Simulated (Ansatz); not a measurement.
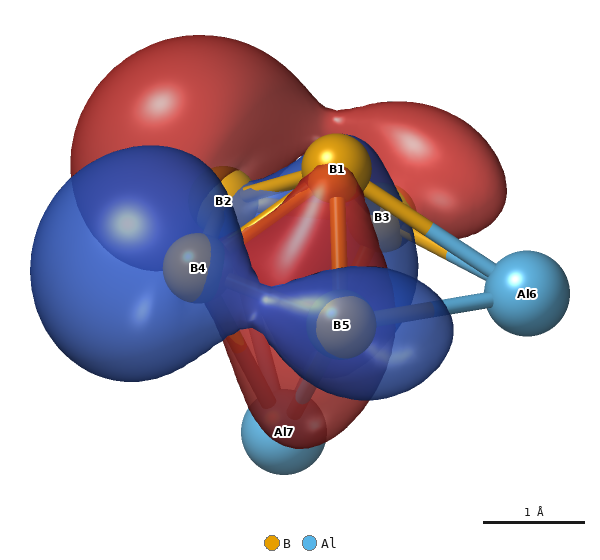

Al2B5 (doublet). The LUMO (α) at ±0.1 Å⁻³ᐟ² (blue and red are the two phases), seen at a tilt.

Geometry: PBE0-D4/def2-SVP.

These are results of Ansatz, UKS PBE0-D4/def2-TZVP, not measurements.

```xyz
7

B    -0.0560    1.0836   -0.3923
B    -1.2070   -0.1085   -0.7984
B     0.3397   -0.3477   -1.2073
B    -1.2113    0.4253    0.6767
B     0.3328    0.5060    1.1520
Al    2.0067    0.1697   -0.0555
Al   -0.2049   -1.7284    0.6248
```

### Where does this orbital lie, and at what energy?

It lies mainly on B2 (about 25 %), B4 (about 25 %), B3 (about 15 %) and B5 (about 15 %). Its energy is −2.98 eV.
